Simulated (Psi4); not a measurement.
# CuH2OF (SMILES [OH2+][Cu-][F]): HSE06/def2-SVPD

What is the vertical ionisation energy of CuH2OF at HSE06/def2-SVPD? 

The results are computed with Psi4 1.11.

6 further runs of the same task are left out: 5 that didn't finish, 1 set aside as unsound or not needed.

**1. The structure to begin with**

CuH2OF has 5 atoms, charge 0, and is taken as a singlet. SMILES: `[OH2+][Cu-][F]`. The coordinates come from a PBE0-D4/def2-TZVP relaxation. This is one conformer, not always the lowest.

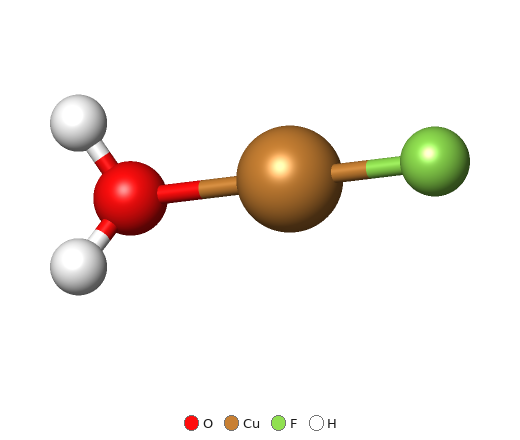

The structure, seen from a chosen angle (oxygen red, copper orange, fluorine green, hydrogen white).

**2. A single-point energy at HSE06/def2-SVPD**

input.in

```
memory 1600 MB

molecule system {
  O     -0.782600     0.255300    -0.512100
  Cu     0.739500    -0.565800     0.333300
  F      2.126600    -1.315400     1.103300
  H     -1.468100     0.540600     0.100800
  H     -0.565500     1.011500    -1.066900
  units angstrom
  symmetry c1
}

set {
  basis def2-SVPD
  puream true
  e_convergence 1e-09
  d_convergence 1e-08
  scf_type pk
  dft_radial_points 99
  dft_spherical_points 590
}

energy("hse06")
print_variables()
```

Started as:

```console
$ psi4 -i input.in -o input.out -n 1
```

input.out:

```text
[...]
  Running in c1 symmetry.
[...]
  Nuclear repulsion =  176.639358635737295
[...]
  Multiplicity = 1
[...]
  Nalpha       = 24
  Nbeta        = 24
[...]
    Number of basis functions: 96
[...]
   @RKS iter   1: -1813.77920302175312   -5.17206e-01   2.36084e-02 DIIS/ADIIS
[...]
   @RKS iter  13: -1816.08011205557750   -1.81899e-12   4.61857e-09 DIIS
[...]
    Orbital Energies [Eh]
    ---------------------
    Doubly Occupied:
       1A   -323.339585     2A    -38.936144     3A    -34.111196
       4A    -34.109672     5A    -34.108674     6A    -24.632050
       7A    -19.318903     8A     -4.331443     9A     -2.814835
      10A     -2.805227    11A     -2.803609    12A     -1.120593
      13A     -1.015456    14A     -0.642148    15A     -0.529787
      16A     -0.440451    17A     -0.346114    18A     -0.321014
      19A     -0.319485    20A     -0.266249    21A     -0.266237
      22A     -0.244057    23A     -0.240790    24A     -0.226905
[...]
  @RKS Final Energy: -1816.08011205557750
   => Energetics <=
    Nuclear Repulsion Energy =            176.6393586357372953
    One-Electron Energy =               -2883.9827321412230958
    Two-Electron Energy =                 957.4369587258280490
    DFT Exchange-Correlation Energy =     -66.1736972759194089
    Empirical Dispersion Energy =           0.0000000000000000
    VV10 Nonlocal Energy =                  0.0000000000000000
    Total Energy =                      -1816.0801120555775015
[...]
 Multipole Moments:
 ------------------------------------------------------------------------------------
     Multipole            Electronic (a.u.)      Nuclear  (a.u.)        Total (a.u.)
 ------------------------------------------------------------------------------------
 L = 1.  Multiply by 2.5417464519 to convert [e a0] to [Debye]
 Dipole X            :          2.2543818           -4.6658896           -2.4115078
 Dipole Y            :         -1.4824551            3.2864350            1.8039800
 Dipole Z            :          1.1445778           -2.2811148           -1.1365371
 Magnitude           :                                                    3.2189175
[...]
```

Run time: 20 s. Hardware: 1 thread of Intel Xeon 6975P-C (Granite Rapids), shared host; peak memory 0.79 GiB.

**3. The doublet cation: energy and gradient at UHSE06/def2-SVPD**

run_ase.py

```python
import numpy as np
from ase.calculators.psi4 import Psi4
from ase import Atoms

mol = Atoms(['O', 'Cu', 'F', 'H', 'H'], positions=[
    [-0.782600, 0.255300, -0.512100],
    [0.739500, -0.565800, 0.333300],
    [2.126600, -1.315400, 1.103300],
    [-1.468100, 0.540600, 0.100800],
    [-0.565500, 1.011500, -1.066900],
])
calc = Psi4(atoms=mol, method='hse06', basis='def2-SVPD', memory='1600MB', num_threads=1, charge=1, multiplicity=2, label='cufh2o', reference='uks')
calc.psi4.set_options({'puream': True, 'e_convergence': 1e-09, 'd_convergence': 1e-08, 'scf_type': 'pk', 'dft_radial_points': 99, 'dft_spherical_points': 590, 'maxiter': 200})
mol.calc = calc

forces = mol.get_forces()
print(f'energy: {mol.get_potential_energy():.6f} eV')
print('forces / eV A^-1')
print(np.round(forces, 5))
```

Started as:

```console
$ python run_ase.py
```

cufh2o.dat:

```text
[...]
  Running in c1 symmetry.
[...]
  Nuclear repulsion =  176.639358635737295
[...]
  Multiplicity = 2
[...]
  Nalpha       = 24
  Nbeta        = 23
[...]
    Number of basis functions: 96
[...]
   @UKS iter   1: -1813.32346382164451   -6.14668e-02   2.42114e-02 DIIS/ADIIS
[...]
   @UKS iter  32: -1815.73206713474883   -1.13687e-12   2.66468e-09 DIIS
[...]
   @S^2 Observed:                7.557845555E-01
[...]
    Orbital Energies [Eh]
    ---------------------
    Alpha Occupied:
       1A   -323.750140     2A    -39.356033     3A    -34.538628
       4A    -34.534250     5A    -34.511847     6A    -24.989011
       7A    -19.538200     8A     -4.752693     9A     -3.247479
      10A     -3.241679    11A     -3.195363    12A     -1.367290
      13A     -1.338520    14A     -0.855739    15A     -0.780243
      16A     -0.734314    17A     -0.697677    18A     -0.681891
      19A     -0.665441    20A     -0.665121    21A     -0.656109
      22A     -0.635985    23A     -0.601710    24A     -0.597740
    Alpha Virtual:
      25A     -0.285744    26A     -0.197981    27A     -0.195409
[...]
  @UKS Final Energy: -1815.73206713474883
   => Energetics <=
    Nuclear Repulsion Energy =            176.6393586357372953
    One-Electron Energy =               -2867.3699944071358914
    Two-Electron Energy =                 940.8583942786394800
    DFT Exchange-Correlation Energy =     -65.8598256419895165
    Empirical Dispersion Energy =           0.0000000000000000
    VV10 Nonlocal Energy =                  0.0000000000000000
    Total Energy =                      -1815.7320671347488314
[...]
 Multipole Moments:
 ------------------------------------------------------------------------------------
     Multipole            Electronic (a.u.)      Nuclear  (a.u.)        Total (a.u.)
 ------------------------------------------------------------------------------------
 L = 1.  Multiply by 2.5417464519 to convert [e a0] to [Debye]
 Dipole X            :          2.7605307           -4.6658896           -1.9053589
 Dipole Y            :         -1.7166321            3.2864350            1.5698029
 Dipole Z            :          1.4414108           -2.2811148           -0.8397040
 Magnitude           :                                                    2.6076381
[...]
  -Total Gradient:
     Atom            X                  Y                   Z
    ------   -----------------  -----------------  -----------------
       1       -0.014583154336     0.003369667589    -0.010015506115
       2       -0.010719721747     0.011307944771    -0.003727482730
       3        0.010954537854    -0.006865856121     0.005700159074
       4        0.011573586977    -0.001563192870    -0.001705193512
       5        0.002750976231    -0.006230771491     0.009736804195
[...]
```

The script printed:

```text
energy: -49408.586196 eV
forces / eV A^-1
[[ 0.7499  -0.17328  0.51502]
 [ 0.55123 -0.58148  0.19167]
 [-0.5633   0.35306 -0.29311]
 [-0.59514  0.08038  0.08768]
 [-0.14146  0.3204  -0.50069]]
```

It took 61 s on 1 thread of Intel Xeon 6975P-C (Granite Rapids), shared host; peak memory 0.83 GiB.

**4. Summary of results**

Level: HSE06/def2-SVPD.

| quantity | value |
| --- | --- |
| singlet CuH2OF: total energy | -1816.08011 Eh |
| singlet CuH2OF: dipole moment | 8.18 D |
| singlet CuH2OF: HOMO energy | -6.17 eV |
| singlet CuH2OF: LUMO energy | -1.84 eV |
| singlet CuH2OF: HOMO–LUMO gap | 4.33 eV |
| doublet cation: total energy | -1815.73207 Eh |
| doublet cation: HOMO energy (highest over α and β) | -15.89 eV |
| doublet cation: LUMO energy (lowest over α and β) | -12.70 eV |
| doublet cation: ⟨S²⟩ | 0.756 |
| doublet cation: largest force on an atom | 0.926 eV/Å |
| vertical ionisation energy (to the doublet cation) | 9.471 eV |

What this shows: Removing an electron at fixed nuclei costs 9.47 eV (914 kJ/mol). −ε(HOMO) before ionisation, 6.17 eV, is 3.30 eV below this ionisation energy.
